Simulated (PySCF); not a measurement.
# triplet C4H8: levels of theory compared

Aim: a comparison of 6 runs (U-revPBE/6-31G*, UB3LYP/6-31G*, UBHLYP/6-31G*, UM06-2X/6-31G*, UPBE0/6-31G*, UTPSS/6-31G*) of triplet C4H8. The job is set up through a Python script.

The results are computed with PySCF 2.14.0.

## Step 1: Starting point

C4H8 has 12 atoms, charge 0, and is taken as a triplet. As SMILES of the parent species, `C=C(C)C`. The coordinates come from a PBE0-D4/def2-TZVP relaxation. That shape belongs to the parent species and isn't relaxed for this state.

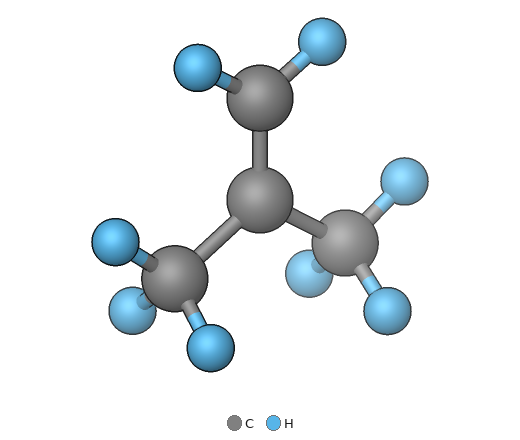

The structure, seen from a chosen angle (carbon grey, hydrogen blue).

## Step 2: The energy at U-revPBE/6-31G(d) (spherical functions) (run 1)

Input file run.py:

```python
from pyscf import gto, dft

mol = gto.M(
    atom='''
C     -1.084930     2.667311    -0.474113
C     -0.151386     0.371690    -0.066103
C      0.100080    -0.710102     2.532970
C      0.716395    -1.296503    -2.176265
H     -1.257575     3.430117    -2.368507
H     -1.708501     3.858386     1.072798
H     -0.976365    -2.469702     2.702894
H     -0.565387     0.601481     3.976570
H      2.072330    -1.186200     2.942171
H     -0.337014    -3.078118    -2.184070
H      0.480557    -0.393403    -4.013627
H      2.711833    -1.794975    -1.944717
''',
    unit='bohr',
    max_memory=1860,
    basis='6-31g*',
    spin=2,
    verbose=3,
)

mf = dft.UKS(mol)
mf.xc = 'revpbe'
mf.grids.level = 5
mf.conv_tol = 1e-10
mf.kernel()
if not mf.converged:
    mf = mf.newton().run(mf.mo_coeff, mf.mo_occ)

e_final = mf.e_tot
print(f'total energy: {e_final:.8f} hartree')
```

Launch:

```console
$ OMP_NUM_THREADS=1 python run.py
```

Standard output:

```text
WARN: HOMO -0.0829221464487535 >= LUMO -0.300552714342462

WARN: HOMO 0.0493118641585673 >= LUMO -0.0756906767159236

WARN: HOMO -0.0419104881861321 >= LUMO -0.165074721797268

WARN: HOMO -0.037319067655778 >= LUMO -0.157313888594001

WARN: HOMO -0.0409023475497903 >= LUMO -0.158240331053191

WARN: HOMO -0.040427351528924 >= LUMO -0.157142724901096

WARN: HOMO -0.0406787660443046 >= LUMO -0.157310248971574

WARN: HOMO -0.0406874574946148 >= LUMO -0.157284094594546

WARN: HOMO -0.0406829744811712 >= LUMO -0.15728339899693

WARN: HOMO -0.0406818830232902 >= LUMO -0.15728326734396

WARN: HOMO -0.0406826546857513 >= LUMO -0.157283775253382

converged SCF energy = -157.002766741968  <S^2> = 2.0065824  2S+1 = 3.0043851
total energy: -157.00276674 hartree
```

Run time: 31 s. Hardware: 1 thread of Arm Neoverse V1, shared host; peak memory 0.39 GiB.

## Step 3: A single-point energy at UB3LYP/6-31G(d) (spherical functions) (run 2)

Input file calc.py:

```python
from pyscf import gto, dft

system = gto.M(
    atom='''
C     -0.574120     1.411480    -0.250890
C     -0.080110     0.196690    -0.034980
C      0.052960    -0.375770     1.340390
C      0.379100    -0.686080    -1.151630
H     -0.665480     1.815140    -1.253360
H     -0.904100     2.041770     0.567700
H     -0.516670    -1.306910     1.430310
H     -0.299190     0.318290     2.104310
H      1.096630    -0.627710     1.556930
H     -0.178340    -1.628870    -1.155760
H      0.254300    -0.208180    -2.123920
H      1.435040    -0.949860    -1.029100
''',
    max_memory=1860,
    charge=0,
    spin=2,
    basis='6-31g*',
    verbose=3,
)

mf = dft.UKS(system, xc='b3lyp')
mf.grids.level = 5
mf.conv_tol = 1e-10
mf.kernel()
if not mf.converged:
    mf = mf.newton().run(mf.mo_coeff, mf.mo_occ)

e_final = mf.e_tot
print(f'total energy: {e_final:.8f} hartree')
```

Launch:

```console
$ OMP_NUM_THREADS=1 python calc.py
```

Standard output:

```text
WARN: HOMO -0.062455591478634 >= LUMO -0.299078059085316

WARN: HOMO -0.00203453779342233 >= LUMO -0.0717446802944344

WARN: HOMO -0.0749502173865109 >= LUMO -0.13987257088227

WARN: HOMO -0.073995174259609 >= LUMO -0.133033598932732

WARN: HOMO -0.0765696855695772 >= LUMO -0.133395308688188

WARN: HOMO -0.0762985717681937 >= LUMO -0.132621894534629

WARN: HOMO -0.0765518490540269 >= LUMO -0.132828073976982

WARN: HOMO -0.0765377830352589 >= LUMO -0.132796166682287

WARN: HOMO -0.0765349713901418 >= LUMO -0.13280049158321

WARN: HOMO -0.0765342336179007 >= LUMO -0.132800922439735

WARN: HOMO -0.0765344972191828 >= LUMO -0.132801303728315

WARN: HOMO -0.0765341051529127 >= LUMO -0.132800825265468

converged SCF energy = -157.058612248101  <S^2> = 2.0066962  2S+1 = 3.0044608
total energy: -157.05861225 hartree
```

Run time: 35 s. Hardware: 1 thread of Arm Neoverse V1, shared host; peak memory 0.39 GiB.

## Step 4: The energy at UBHLYP/6-31G(d) (spherical functions) (run 3)

Input file mol.xyz:

```xyz
12

C     -0.574120     1.411480    -0.250890
C     -0.080110     0.196690    -0.034980
C      0.052960    -0.375770     1.340390
C      0.379100    -0.686080    -1.151630
H     -0.665480     1.815140    -1.253360
H     -0.904100     2.041770     0.567700
H     -0.516670    -1.306910     1.430310
H     -0.299190     0.318290     2.104310
H      1.096630    -0.627710     1.556930
H     -0.178340    -1.628870    -1.155760
H      0.254300    -0.208180    -2.123920
H      1.435040    -0.949860    -1.029100
```

Input file job.py:

```python
from pyscf import gto, dft

molecule = gto.M(
    atom='mol.xyz',
    verbose=4,
    spin=2,
    basis='6-31g*',
    charge=0,
    max_memory=1860,
)

calc0 = dft.UKS(molecule, xc='bhandhlyp')
calc0.conv_tol = 1e-10
calc0.grids.level = 5
calc0.kernel()
if not calc0.converged:
    calc0 = calc0.newton().run(calc0.mo_coeff, calc0.mo_occ)

energy = calc0.e_tot
print('E = %.10f Eh' % energy)
```

Launch:

```console
$ OMP_NUM_THREADS=1 python job.py
```

Standard output:

```text
PySCF version 2.14.0

[... 61 lines left out ...]
WARN: HOMO -0.0206994213640384 >= LUMO -0.288230189637424
[... 46 lines left out ...]
converged SCF energy = -156.957066165962  <S^2> = 2.0095234  2S+1 = 3.0063422
E = -156.9570661660 Eh
```

It took 34 s on 1 thread of Arm Neoverse V1, shared host; peak memory 0.39 GiB.

Runs 4 to 5 aren't shown in full; the table further down has their settings and results.

## Step 5: A single-point energy at UTPSS/6-31G(d) (spherical functions) (run 6)

Input file run.py:

```python
from pyscf import gto, dft

mol = gto.M(
    atom='''
C     -0.574120     1.411480    -0.250890
C     -0.080110     0.196690    -0.034980
C      0.052960    -0.375770     1.340390
C      0.379100    -0.686080    -1.151630
H     -0.665480     1.815140    -1.253360
H     -0.904100     2.041770     0.567700
H     -0.516670    -1.306910     1.430310
H     -0.299190     0.318290     2.104310
H      1.096630    -0.627710     1.556930
H     -0.178340    -1.628870    -1.155760
H      0.254300    -0.208180    -2.123920
H      1.435040    -0.949860    -1.029100
''',
    max_memory=1860,
    basis='6-31g*',
    charge=0,
    spin=2,
    verbose=4,
)

ks = dft.UKS(mol, xc='tpss')
ks.grids.level = 5
ks.conv_tol = 1e-10
ks.kernel()
if not ks.converged:
    ks = ks.newton().run(ks.mo_coeff, ks.mo_occ)

e_final = ks.e_tot
print('Final energy', e_final)
```

Launch:

```console
$ OMP_NUM_THREADS=1 python run.py
```

Standard output:

```text
PySCF version 2.14.0

[... 62 lines left out ...]
[... the frontier-level lines of each cycle are left out ...]
[... 11 lines left out ...]
[... 11 lines left out ...]
[... 11 lines left out ...]
[... 11 lines left out ...]
[... 1 line left out ...]
cycle= 9 E= -157.085953324802  delta_E= -4.01e-09  |g|= 1.84e-05  |ddm|= 0.000162


cycle= 10 E= -157.085953325058  delta_E= -2.55e-10  |g|= 7.31e-06  |ddm|= 3.84e-05


cycle= 11 E= -157.085953325099  delta_E= -4.08e-11  |g|= 3.44e-06  |ddm|= 1.58e-05


Extra cycle  E= -157.085953325097  delta_E= 1.25e-12  |g|= 4.15e-06  |ddm|= 9.97e-06
converged SCF energy = -157.085953325097  <S^2> = 2.0086071  2S+1 = 3.0057326
Final energy -157.08595332509728
```

Wall time 75 s (1 thread of Arm Neoverse V1, shared host); peak memory 0.45 GiB.

## Step 6: The series

| run | level | energy (Eh) | dipole moment (D) | HOMO energy (eV) | ⟨S²⟩ | wall time |
| --- | --- | --- | --- | --- | --- | --- |
| 1 | U-revPBE/6-31G* (spherical functions) | -157.002767 | 0.25 | -1.11 | 2.007 | 31 s |
| 2 | UB3LYP/6-31G* (spherical functions) | -157.058612 | 0.20 | -2.08 | 2.007 | 35 s |
| 3 | UBHLYP/6-31G* (spherical functions) | -156.957066 | 0.15 | -3.53 | 2.010 | 34 s |
| 4 | UM06-2X/6-31G* (spherical functions) | -156.960773 | 0.15 | -3.37 | 2.009 | 73 s |
| 5 | UPBE0/6-31G* (spherical functions) | -156.859484 | 0.21 | -2.44 | 2.008 | 33 s |
| 6 | UTPSS/6-31G* (spherical functions) | -157.085953 | 0.22 | -1.27 | 2.009 | 75 s |

## Step 7: Results

| quantity | value |
| --- | --- |
| run 6: total energy | -157.08595 Eh |
| run 6: dipole moment | 0.22 D |
| run 6: HOMO energy (highest over α and β) | -1.27 eV |
| run 6: ⟨S²⟩ | 2.009 |

The dipole moment (its size) runs from 0.15 D (UBHLYP/6-31G*) to 0.25 D (U-revPBE/6-31G*). Totals of different functionals can't be ranked against each other. All runs together took 4.7 min, the longest 75 s.
